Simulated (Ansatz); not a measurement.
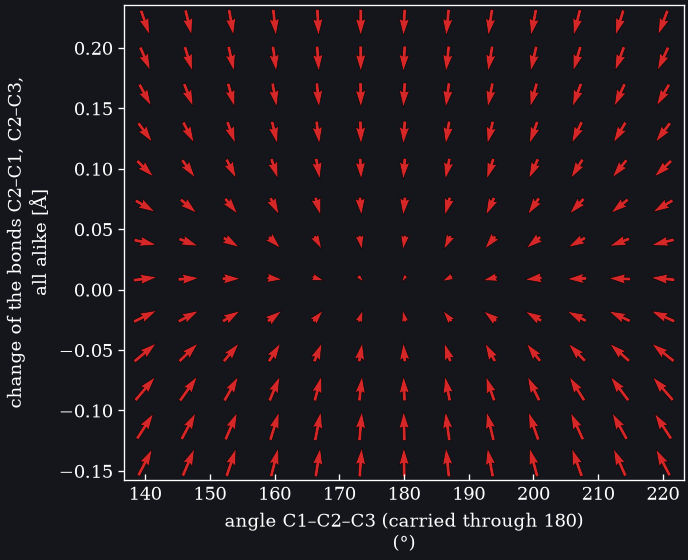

C3H4Zn, SMILES C=C=[CH][ZnH]. Coordinates scanned: (1) angle C1–C2–C3 (carried through 180); (2) change of the bonds C2–C1, C2–C3, all alike. Nothing is relaxed (all other coordinates rigid). The grid has 13 × 13 points. Points are written as (first, second). The calculation used RKS PBE0-D4/def2-TZVP in Ansatz 0.2.0.

The picture shows arrows along the force (downhill), their lengths compressed.

**The arrows alone are given. Where is the energy lowest?**

The arrows converge at about (177°, 0.000 Å) (read from the interpolated surface).

The energy map of the same scan:

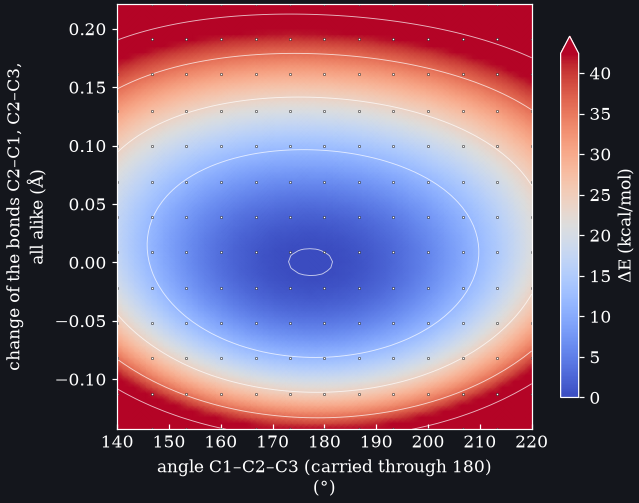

Energies are in kcal/mol, from the lowest grid point; between grid points the surface is interpolated.
